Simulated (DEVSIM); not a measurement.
Structure: Ru/AlN/p-Ge capacitor, at 400 K.

```tsv
layer (left to right)	material	thickness (nm)	Na (cm⁻³)
1	AlN	26.0	-
2	Ge	490	1.5e18
```

Metal gate on the left, work function 4.7 eV. Fixed charge at the semiconductor interface 2.6e10 cm⁻² (in units of +e); no interface traps.

This is a model device: material constants are rounded textbook-type values typed into the input, and sizes, dopings and lifetimes were drawn at random. Values at 300 K; Nc and Nv go as T^1.5, mobilities as T to minus their exponent, the gap by Varshni's rule with the affinity fixed.

```
parameter         AlN        Ge
----------------  ---  --------
gap (eV)          6.1     0.664
affinity (eV)     1.9         4
permittivity      8.5        16
Nc (cm⁻³)           -   1.04e19
Nv (cm⁻³)           -      6e18
Varshni α (eV/K)    -  0.000477
Varshni β (K)       -       235
```

DEVSIM, 1D Poisson equation in equilibrium, Boltzmann statistics, complete ionisation; no quantum confinement or tunnelling. Metal contacts follow the ideal Schottky-Mott rule: no Fermi-level pinning, no interface dipoles.

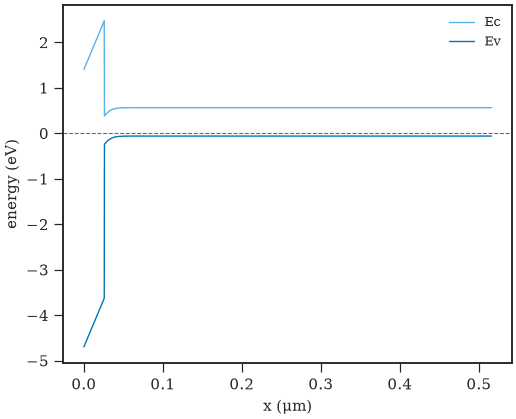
Band edges at 1.4 V on the gate

Energies count from the Fermi level of the right contact; mesh points crowd at the junctions.

```json
[
 {"x (μm)": "0.000", "Ec (eV)": "1.400", "Ev (eV)": "-4.700", "n (cm⁻³)": "< 1e2", "p (cm⁻³)": "< 1e2", "field (V/cm)": "420000"},
 {"x (μm)": "0.001163", "Ec (eV)": "1.448", "Ev (eV)": "-4.652", "n (cm⁻³)": "< 1e2", "p (cm⁻³)": "< 1e2", "field (V/cm)": "420000"},
 {"x (μm)": "0.003244", "Ec (eV)": "1.535", "Ev (eV)": "-4.565", "n (cm⁻³)": "< 1e2", "p (cm⁻³)": "< 1e2", "field (V/cm)": "420000"},
 {"x (μm)": "0.007359", "Ec (eV)": "1.706", "Ev (eV)": "-4.394", "n (cm⁻³)": "< 1e2", "p (cm⁻³)": "< 1e2", "field (V/cm)": "420000"},
 {"x (μm)": "0.01710", "Ec (eV)": "2.111", "Ev (eV)": "-3.990", "n (cm⁻³)": "< 1e2", "p (cm⁻³)": "< 1e2", "field (V/cm)": "420000"},
 {"x (μm)": "0.02179", "Ec (eV)": "2.305", "Ev (eV)": "-3.795", "n (cm⁻³)": "< 1e2", "p (cm⁻³)": "< 1e2", "field (V/cm)": "420000"},
 {"x (μm)": "0.02440", "Ec (eV)": "2.414", "Ev (eV)": "-3.686", "n (cm⁻³)": "< 1e2", "p (cm⁻³)": "< 1e2", "field (V/cm)": "420000"},
 {"x (μm)": "0.02604", "Ec (eV)": "0.381", "Ev (eV)": "-0.243", "n (cm⁻³)": "2.6e14", "p (cm⁻³)": "8.0e15", "field (V/cm)": "220000"},
 {"x (μm)": "0.02720", "Ec (eV)": "0.406", "Ev (eV)": "-0.219", "n (cm⁻³)": "1.2e14", "p (cm⁻³)": "1.6e16", "field (V/cm)": "200000"},
 {"x (μm)": "0.02964", "Ec (eV)": "0.450", "Ev (eV)": "-0.174", "n (cm⁻³)": "3.4e13", "p (cm⁻³)": "6.0e16", "field (V/cm)": "160000"},
 {"x (μm)": "0.03460", "Ec (eV)": "0.512", "Ev (eV)": "-0.112", "n (cm⁻³)": "5.7e12", "p (cm⁻³)": "3.6e17", "field (V/cm)": "89000"},
 {"x (μm)": "0.04912", "Ec (eV)": "0.559", "Ev (eV)": "-0.065", "n (cm⁻³)": "1.5e12", "p (cm⁻³)": "1.4e18", "field (V/cm)": "5500"},
 {"x (μm)": "0.07415", "Ec (eV)": "0.561", "Ev (eV)": "-0.063", "n (cm⁻³)": "1.4e12", "p (cm⁻³)": "1.5e18", "field (V/cm)": "22"},
 {"x (μm)": "0.1250", "Ec (eV)": "0.561", "Ev (eV)": "-0.063", "n (cm⁻³)": "1.4e12", "p (cm⁻³)": "1.5e18", "field (V/cm)": "≈ 0"},
 {"x (μm)": "0.2710", "Ec (eV)": "0.561", "Ev (eV)": "-0.063", "n (cm⁻³)": "1.4e12", "p (cm⁻³)": "1.5e18", "field (V/cm)": "≈ 0"},
 {"x (μm)": "0.3960", "Ec (eV)": "0.561", "Ev (eV)": "-0.063", "n (cm⁻³)": "1.4e12", "p (cm⁻³)": "1.5e18", "field (V/cm)": "≈ 0"},
 {"x (μm)": "0.4575", "Ec (eV)": "0.561", "Ev (eV)": "-0.063", "n (cm⁻³)": "1.4e12", "p (cm⁻³)": "1.5e18", "field (V/cm)": "≈ 0"},
 {"x (μm)": "0.4868", "Ec (eV)": "0.561", "Ev (eV)": "-0.063", "n (cm⁻³)": "1.4e12", "p (cm⁻³)": "1.5e18", "field (V/cm)": "≈ 0"},
 {"x (μm)": "0.5053", "Ec (eV)": "0.561", "Ev (eV)": "-0.063", "n (cm⁻³)": "1.4e12", "p (cm⁻³)": "1.5e18", "field (V/cm)": "≈ 0"},
 {"x (μm)": "0.5113", "Ec (eV)": "0.561", "Ev (eV)": "-0.063", "n (cm⁻³)": "1.4e12", "p (cm⁻³)": "1.5e18", "field (V/cm)": "≈ 0"},
 {"x (μm)": "0.5142", "Ec (eV)": "0.561", "Ev (eV)": "-0.063", "n (cm⁻³)": "1.4e12", "p (cm⁻³)": "1.5e18", "field (V/cm)": "≈ 0"},
 {"x (μm)": "0.5160", "Ec (eV)": "0.561", "Ev (eV)": "-0.063", "n (cm⁻³)": "1.4e12", "p (cm⁻³)": "1.5e18", "field (V/cm)": "≈ 0"}
]
```
